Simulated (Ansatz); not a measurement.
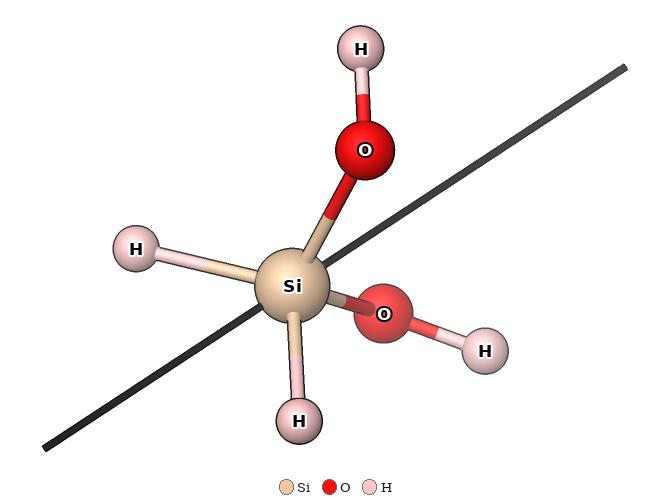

All proper rotation axes (lines) and mirror planes (discs) of the structure are drawn in. Depth is shown by fading: the farther an atom, the more it takes the colour of the background. The computed structure is the end point of a PBE0-D4/def2-TZVP optimisation.

What is the order of each axis, and which point group results?

It has 1 C2 axis. Point group C2. The group has 2 operations. The geometry is chiral, and symmetry allows a dipole moment.
